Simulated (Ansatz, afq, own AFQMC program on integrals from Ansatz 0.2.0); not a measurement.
# GeH4Cl (doublet): AFQMC on the coupled-cluster ladder at distance Ge1–H5 along a hydrogen transfer = 1.786 Å, cc-pVTZ

How near does AFQMC come to the top of the ladder for GeH4Cl (doublet)?

The runs use Ansatz 0.2.0, Gaussian basis, and an in-house AFQMC program (afq) on its integrals; all values are calculated; cc-pVTZ, frozen cores.

Plan: PBE (unrestricted); CCSD(T) on UHF; r2SCAN (unrestricted); PBE0 (unrestricted); B3LYP (unrestricted); wB97M-V (unrestricted); B2PLYP (unrestricted); Phaseless AFQMC, CISD trial on UHF.

## 1. What is computed

The geometry derives from fragments relaxed apart (PBE0/def2-TZVP) and kept rigid, so it is no stationary point. A hydrogen atom is moved between rigid fragments. No spin-orbit coupling is included. The filled d shell of Ge may be among the frozen orbitals whatever the setting's name suggests; the logs give the count.

6 atoms, charge 0, spin multiplicity 2.

Atoms are counted from 1 here; the program's logs count them from 0.

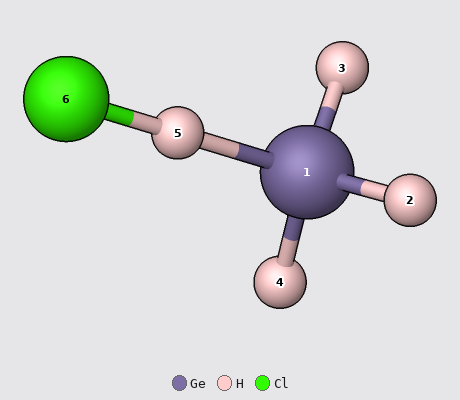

The geometry (germanium purple, hydrogen pink, chlorine green); atoms are numbered from 1 in the order of the file.

## 2. PBE (unrestricted)

The input, in.yaml:

```yaml
crystal:
  periodic: [false, false, false]
  atoms:
    - {symbol: Ge, position_ang: [-1.053286, 0.000000, 0.000000]}
    - {symbol: H, position_ang: [-1.564736, 1.446599, 0.000000]}
    - {symbol: H, position_ang: [-1.564736, -0.723300, 1.252792]}
    - {symbol: H, position_ang: [-1.564736, -0.723299, -1.252792]}
    - {symbol: H, position_ang: [0.732714, 0.000000, 0.000000]}
    - {symbol: Cl, position_ang: [2.270714, 0.000000, 0.000000]}
basis:
  gaussian: {orbitals: cc-pVTZ}
magnetization: {spin_polarized: true, initial_magnetization: 1}
hamiltonian: {xc: {name: PBE}}
output: {orbitals: {seedname: orbitals}}
```

On the command line:

```bash
$ ansatz run in.yaml --threads 1 --pin off --events-out ev --progress --plain --max-ram 8192MiB --backend cpu
```

Standard output:

```text
Functional definition: PBE
  name "PBE"
  cite "Perdew, Burke & Ernzerhof, Phys. Rev. Lett. 77, 3865 (1996) doi:10.1103/PhysRevLett.77.3865"
  parent pbe
  parameter kappa = 0.804
  parameter beta = 0.06672455060314922
  exchange = pbe_x(kappa = kappa, mu = beta*pi^2/3)
  correlation = pbe_c(beta = beta)
870 factors; their error is unknown
mean field evaluation 1: about -69091.2764 eV, gradient 1.6e1 eV
mean field evaluation 2: about -69091.5998 eV, gradient 1.5e1 eV
mean field evaluation 4: about -69092.2048 eV, gradient 1.2e0 eV
mean field evaluation 8: about -69092.2020 eV, gradient 9.3e-2 eV
mean field evaluation 16: about -69092.2020 eV, gradient 2.3e-5 eV
mean field -69092.20204876 eV, -2539.0915929152 hartree, gradient 2.3e-5 eV, S^2 0.752133; 1 other end points of the search recorded, 0 dependent functions left out
reference -69092.20208814 eV, -2539.0915943625 hartree; 27, 26 occupied and 106, 107 virtual orbitals, 870 factors
Total energy: -69092.20208814 eV, -2539.0915943625 hartree
```

Wall time 5.5 s (1 thread of AMD EPYC 7R13 (Zen 3), shared host); peak memory 2.1 GiB.

From the report: ⟨S²⟩ of the determinant 0.752 (pure doublet: 0.75).

## 3. CCSD(T) on UHF

Edit in.yaml of step 2 so:

```diff
@@ -12,3 +12,2 @@
 magnetization: {spin_polarized: true, initial_magnetization: 1}
-hamiltonian: {xc: {name: PBE}}
-output: {orbitals: {seedname: orbitals}}
+correlation: {method: ccsd_t, electrons: outside_noble_gas, hamiltonian_folder: ham}
```

On the command line:

```bash
$ ansatz run in.yaml --threads 1 --pin off --events-out ev --progress --plain --max-ram 24576MiB --backend cuda --devices 0, --max-vram 18GiB
```

Standard output, cut to the lines that bear on the results:

```text
Functional definition: HF
  name "HF"
  cite "Fock, Z. Phys. 61, 126 (1930) doi:10.1007/BF01340294"
  parent pbe
[...]
780 factors; integrals over basis functions are off by at most 1.3e-3 eV
[...]
mean field -69040.43870413 eV, -2537.1893250866 hartree, gradient 6.2e-6 eV, S^2 0.782079; 1 other end points of the search recorded, 0 dependent functions left out
determinant -69040.43870413 eV, -2537.1893250866 hartree, with singles and doubles -69050.62090068 eV, -2537.5635139082 hartree
determinant -69038.11548742 eV, -2537.1039484473 hartree, with singles and doubles -69048.15987185 eV, -2537.4730727668 hartree
19 core orbitals not correlated: weight in the atoms' cores, before any rotation towards them, 1.000 or more for the frozen orbitals, at most 0.000 for the correlated occupied ones
reference -69040.43870413 eV, -2537.1893250866 hartree; 8, 7 occupied and 106, 107 virtual orbitals, 780 factors
second order -8.81229055 eV of doubles, -0.00000000 eV of singles
cycle   1  -10.03341662 eV  change   -4.8e-1 eV  update   2.0e-2
[...]
cycle   8  -10.04890240 eV  change   -5.6e-6 eV  update   1.5e-5
perturbative correction -0.34453692 eV, -0.0126614982 hartree
Total energy: -69050.83214344 eV, -2537.5712769364 hartree
```

It took 8.5 s on 1 × NVIDIA H100 80GB HBM3 with 1 thread of AMD EPYC 7R13 (Zen 3), shared host; peak host memory 2.1 GiB.

From the report: ⟨S²⟩ of the determinant 0.782 (pure doublet: 0.75); correlation -10.3934 eV; T1 0.014; largest double amplitude 0.04.

This run also writes the integrals to the folder ham.

## 4. r2SCAN (unrestricted)

Edit in.yaml of step 3 so:

```diff
@@ -12,2 +12,2 @@
 magnetization: {spin_polarized: true, initial_magnetization: 1}
-correlation: {method: ccsd_t, electrons: outside_noble_gas, hamiltonian_folder: ham}
+hamiltonian: {xc: {name: r2SCAN}}
```

On the command line:

```bash
$ ansatz run in.yaml --threads 1 --pin off --events-out ev --progress --plain --max-ram 8192MiB --backend cpu
```

Standard output:

```text
Functional definition: r2SCAN
  name "r2SCAN"
  cite "Furness, Kaplan, Ning, Perdew & Sun, J. Phys. Chem. Lett. 11, 8208 (2020) doi:10.1021/acs.jpclett.0c02405"
  cite "Furness, Kaplan, Ning, Perdew & Sun, J. Phys. Chem. Lett. 11, 9248 (2020) doi:10.1021/acs.jpclett.0c03077"
  parent r2scan
  parameter k0 = 0.174
  parameter k1 = 0.065
  parameter a1 = 4.9479
  exchange = r2scan_x(k0 = k0, k1 = k1, a1 = a1)
  correlation = r2scan_c
870 factors; their error is unknown
mean field evaluation 1: about -69104.4331 eV, gradient 1.3e1 eV
mean field evaluation 2: about -69104.7147 eV, gradient 1.1e1 eV
mean field evaluation 4: about -69105.0077 eV, gradient 8.8e-1 eV
mean field evaluation 8: about -69105.0042 eV, gradient 2.1e-2 eV
mean field evaluation 16: about -69105.0042 eV, gradient 7.3e-5 eV
mean field -69105.00420319 eV, -2539.5620634130 hartree, gradient 7.3e-5 eV, S^2 0.755443; 0 other end points of the search recorded, 0 dependent functions left out
reference -69105.00421683 eV, -2539.5620639145 hartree; 27, 26 occupied and 106, 107 virtual orbitals, 870 factors
Total energy: -69105.00421683 eV, -2539.5620639145 hartree
```

Run time: 8 s. Hardware: 1 thread of AMD EPYC 7R13 (Zen 3), shared host; peak memory 2.1 GiB.

From the report: ⟨S²⟩ of the determinant 0.755 (pure doublet: 0.75).

## 5. PBE0 (unrestricted)

Edit in.yaml of step 4 so:

```diff
@@ -12,2 +12,3 @@
 magnetization: {spin_polarized: true, initial_magnetization: 1}
-hamiltonian: {xc: {name: r2SCAN}}
+hamiltonian: {xc: {name: PBE0}}
+output: {orbitals: {seedname: orbitals}}
```

Launched as before.

Standard output:

```text
Functional definition: PBE0
  name "PBE0"
  cite "Adamo & Barone, J. Chem. Phys. 110, 6158 (1999) doi:10.1063/1.478522"
  cite "Perdew, Burke & Ernzerhof, Phys. Rev. Lett. 77, 3865 (1996) doi:10.1103/PhysRevLett.77.3865"
  parent pbe
  parameter a = 0.25
  parameter kappa = 0.804
  parameter beta = 0.06672455060314922
  exchange = (1 - a)*pbe_x(kappa = kappa, mu = beta*pi^2/3) + a*exact_x
  correlation = pbe_c(beta = beta)
953 factors; their error is unknown
mean field evaluation 1: about -69094.0211 eV, gradient 1.1e1 eV
mean field evaluation 2: about -69094.1304 eV, gradient 1.0e1 eV
mean field evaluation 4: about -69094.4597 eV, gradient 4.9e-1 eV
mean field evaluation 8: about -69094.7425 eV, gradient 3.2e-1 eV
mean field evaluation 16: about -69094.7426 eV, gradient 1.8e-5 eV
mean field -69094.74259702 eV, -2539.1849563419 hartree, gradient 1.8e-5 eV, S^2 0.755514; 0 other end points of the search recorded, 0 dependent functions left out
reference -69094.74262675 eV, -2539.1849574342 hartree; 27, 26 occupied and 106, 107 virtual orbitals, 953 factors
Total energy: -69094.74262675 eV, -2539.1849574342 hartree
```

Wall time 4.8 s (1 thread of AMD EPYC 7R13 (Zen 3), shared host); peak memory 2.1 GiB.

From the report: ⟨S²⟩ of the determinant 0.756 (pure doublet: 0.75).

## 6. B3LYP (unrestricted)

Edit in.yaml of step 5 so:

```diff
@@ -12,3 +12,2 @@
 magnetization: {spin_polarized: true, initial_magnetization: 1}
-hamiltonian: {xc: {name: PBE0}}
-output: {orbitals: {seedname: orbitals}}
+hamiltonian: {xc: {name: B3LYP}}
```

Launched as before.

Standard output, cut to the lines that bear on the results:

```text
Functional definition: B3LYP
  name "B3LYP"
  cite "Stephens, Devlin, Chabalowski & Frisch, J. Phys. Chem. 98, 11623 (1994) doi:10.1021/j100096a001"
  cite "Becke, Phys. Rev. A 38, 3098 (1988) doi:10.1103/PhysRevA.38.3098"
  cite "Lee, Yang & Parr, Phys. Rev. B 37, 785 (1988) doi:10.1103/PhysRevB.37.785"
  cite "Vosko, Wilk & Nusair, Can. J. Phys. 58, 1200 (1980) doi:10.1139/p80-159"
[...]
942 factors; their error is unknown
[...]
mean field -69108.06818083 eV, -2539.6746625143 hartree, gradient 1.2e-5 eV, S^2 0.753898; 0 other end points of the search recorded, 0 dependent functions left out
reference -69108.06843107 eV, -2539.6746717105 hartree; 27, 26 occupied and 106, 107 virtual orbitals, 942 factors
Total energy: -69108.06843107 eV, -2539.6746717105 hartree
```

Wall time 5.5 s (1 thread of AMD EPYC 7R13 (Zen 3), shared host); peak memory 2.1 GiB.

From the report: ⟨S²⟩ of the determinant 0.754 (pure doublet: 0.75).

## 7. wB97M-V (unrestricted)

Edit in.yaml of step 6 so:

```diff
@@ -12,2 +12,3 @@
 magnetization: {spin_polarized: true, initial_magnetization: 1}
-hamiltonian: {xc: {name: B3LYP}}
+hamiltonian: {xc: {name: wB97M-V}}
+output: {orbitals: {seedname: orbitals}}
```

The command is unchanged.

Standard output, cut to the lines that bear on the results:

```text
Functional definition: wB97M-V
  name "wB97M-V"
  cite "Mardirossian & Head-Gordon, J. Chem. Phys. 144, 214110 (2016) doi:10.1063/1.4952647"
  cite "Becke, J. Chem. Phys. 107, 8554 (1997) doi:10.1063/1.475007"
  cite "Vydrov & Van Voorhis, J. Chem. Phys. 133, 244103 (2010) doi:10.1063/1.3521275"
  # Of w^i u^j: cxij and so on, Table III.
[...]
  gx(w, u) = 1 - cx + cx01*u + cx10*w
  gss(w, u) = css00 + css04*u^4 + css10*w + css20*w^2 + css43*w^4*u^3
  gos(w, u) = cos00 + cos10*w + (cos20 + cos21*u)*w^2 + (cos60 + cos61*u)*w^6
[...]
      + integral(e_c_pw_mod_opposite_spin*gos(b97_w_opposite, b97_u_opposite)) + vv10(b, c)
923 factors; their error is unknown
193 factors; integrals over basis functions are off by at most 6.2e-5 eV
[...]
mean field -69101.70388245 eV, -2539.4407788627 hartree, gradient 6.9e-5 eV, S^2 0.755286; 0 other end points of the search recorded, 0 dependent functions left out
reference -69101.70392794 eV, -2539.4407805345 hartree; 27, 26 occupied and 106, 107 virtual orbitals, 923 factors
Total energy: -69101.70392794 eV, -2539.4407805345 hartree
```

Wall time 16 s (1 thread of AMD EPYC 7R13 (Zen 3), shared host); peak memory 2.1 GiB.

From the report: ⟨S²⟩ of the determinant 0.755 (pure doublet: 0.75).

## 8. B2PLYP (unrestricted)

Edit in.yaml of step 7 so:

```diff
@@ -12,3 +12,3 @@
 magnetization: {spin_polarized: true, initial_magnetization: 1}
-hamiltonian: {xc: {name: wB97M-V}}
-output: {orbitals: {seedname: orbitals}}
+hamiltonian: {xc: {name: B2PLYP}}
+correlation: {electrons: outside_noble_gas}
```

Same command.

Standard output, cut to the lines that bear on the results:

```text
Functional definition: B2PLYP
  name "B2PLYP"
  cite "Grimme, J. Chem. Phys. 124, 034108 (2006) doi:10.1063/1.2148954"
  cite "Becke, Phys. Rev. A 38, 3098 (1988) doi:10.1103/PhysRevA.38.3098"
  cite "Lee, Yang & Parr, Phys. Rev. B 37, 785 (1988) doi:10.1103/PhysRevB.37.785"
[...]
780 factors; integrals over basis functions are off by at most 1.3e-3 eV
[...]
mean field -69088.16042525 eV, -2538.9430659909 hartree, gradient 4.2e-6 eV, S^2 0.761920; 0 other end points of the search recorded, 0 dependent functions left out
19 core orbitals not correlated: weight in the atoms' cores, before any rotation towards them, 0.999 or more for the frozen orbitals, at most 0.000 for the correlated occupied ones
reference -69088.16058410 eV, -2538.9430718285 hartree; 8, 7 occupied and 106, 107 virtual orbitals, 780 factors
second order -10.84932354 eV of doubles, -0.00000000 eV of singles
Total energy: -69091.08990146 eV, -2539.0507222558 hartree
```

Wall time 7 s (1 thread of AMD EPYC 7R13 (Zen 3), shared host); peak memory 2.1 GiB.

From the report: ⟨S²⟩ of the determinant 0.762 (pure doublet: 0.75).

## 9. Phaseless AFQMC, CISD trial on UHF

It reads the integrals that the CCSD(T) run on this determinant wrote.

On the command line:

```bash
$ afq ham --method phaseless --trial cisd --walkers 600 --populations 10 --least-time 60 --time-step 0.005 --steps-per-block 50 --equilibration-blocks 28 --max-blocks 4000 --target-error 0.00023 --factor-cut 1e-05 --start spin_pure --seed 5172 --release-times 0.24,0.51,0.99,1.5 --release-step 0.03 --release-every 4 --taylor-order 6
```

Standard output:

```text
orbitals 114  electrons 8 7  factors 728 of 780
reference energy -2537.18932509 Eh
CCSD correlation -0.36929047 Eh in 11 cycles, weight of the determinant in the CISD state 0.8467
energy of the start -2537.556552 Eh
 block  time / (1/Eh)  mean weight  energy / Eh
     1     0.250  0.9999  -2537.550363
     2     0.500  1.0004  -2537.555094
     3     0.750  1.0000  -2537.561058
     4     1.000  1.0002  -2537.564276
     5     1.250  1.0002  -2537.567811
     6     1.500  0.9996  -2537.569177
     7     1.750  0.9995  -2537.568515
     8     2.000  1.0012  -2537.569582
     9     2.250  0.9992  -2537.569799
    10     2.500  1.0000  -2537.570285
    15     3.750  1.0010  -2537.570936
    22     5.500  0.9993  -2537.572869
    29     7.250  0.9997  -2537.571147
    36     9.000  1.0005  -2537.573994
    43    10.750  1.0002  -2537.571703
    50    12.500  0.9996  -2537.569876
    57    14.250  1.0009  -2537.571108
    64    16.000  0.9993  -2537.574697
    71    17.750  0.9998  -2537.570525
    78    19.500  0.9998  -2537.573375
    85    21.250  0.9996  -2537.572073
    92    23.000  1.0003  -2537.576807
    99    24.750  0.9990  -2537.572937
   106    26.500  1.0004  -2537.570574
   113    28.250  1.0008  -2537.573644
   120    30.000  1.0005  -2537.573755
   127    31.750  0.9996  -2537.571273
   134    33.500  0.9997  -2537.572526
   141    35.250  0.9998  -2537.572791
   148    37.000  0.9990  -2537.572430
   155    38.750  1.0000  -2537.574862
   162    40.500  0.9992  -2537.573265
   169    42.250  1.0002  -2537.573060
   176    44.000  1.0005  -2537.573542
   183    45.750  1.0001  -2537.570335
   190    47.500  1.0010  -2537.572968
   197    49.250  0.9999  -2537.571094
   204    51.000  0.9999  -2537.574614
   211    52.750  0.9994  -2537.573681
   218    54.500  1.0002  -2537.570428
   225    56.250  1.0002  -2537.572374
   232    58.000  0.9996  -2537.570233
   239    59.750  0.9991  -2537.572224
   246    61.500  0.9997  -2537.570306
   253    63.250  1.0000  -2537.574943
   260    65.000  1.0000  -2537.570128
   267    66.750  1.0005  -2537.571119
   274    68.500  1.0006  -2537.572717
   281    70.250  0.9999  -2537.572870
   288    72.000  1.0016  -2537.570784
   295    73.750  0.9991  -2537.571627
error from the spread of 10 populations
released: time / (1/Eh)  energy / Eh  error  mean overlap
  0.24  -2537.572910  0.000194  0.9975
  0.51  -2537.573054  0.000302  0.9934
  0.99  -2537.573035  0.000154  0.9880
  1.50  -2537.572926  0.000273  0.9882
energy -2537.572409 +/- 0.000248 Eh
```

Wall time 4 min (1 × NVIDIA H100 80GB HBM3 with 2 threads of AMD EPYC 7R13 (Zen 3), shared host); peak host memory 2.1 GiB.

Energy -69050.8629 ± 0.0068 eV. Caveats: constraint bias not in the error.

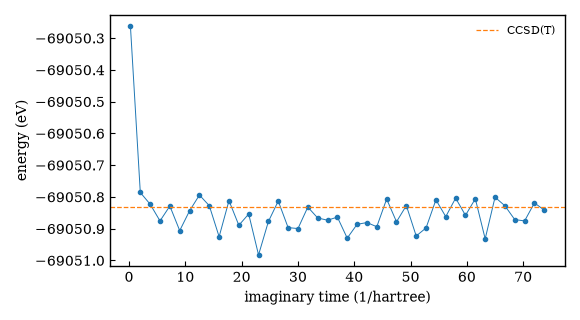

Block energies along the walk.

## 10. AFQMC on the ladder

On the UHF determinant, counted from CCSD(T) (a yardstick, not exact):

| level | energy (eV) | from CCSD(T) (kJ/mol) | statistical error (kJ/mol) | time |
| --- | --- | --- | --- | --- |
| HF | -69040.4387 | +1002.8 |  |  |
| MP2 | -69049.2510 | +152.6 |  |  |
| CCSD | -69050.4876 | +33.2 |  |  |
| CCSD(T) | -69050.8321 | 0.0 |  |  |
| Phaseless AFQMC, CISD trial, step 0.005, 600 walkers | -69050.8629 | -3.0 | 0.7 | 4 min |

The functionals' totals stand on their own zeros and serve differences with other points: PBE -69092.202 eV; r2SCAN -69105.004 eV; PBE0 -69094.743 eV; B3LYP -69108.068 eV; wB97M-V -69101.704 eV; B2PLYP -69091.090 eV.

## 11. Summary of results

```
                                       quantity              value
Phaseless AFQMC, CISD trial on UHF from CCSD(T)  -3.0 ± 0.7 kJ/mol
```

**Reading.** On UHF the phaseless walk with the CISD trial lies -3.0 kJ/mol from CCSD(T), 5 times its error bar. Error bars are statistical and leave out the constraint, the time step and what remains of the start.
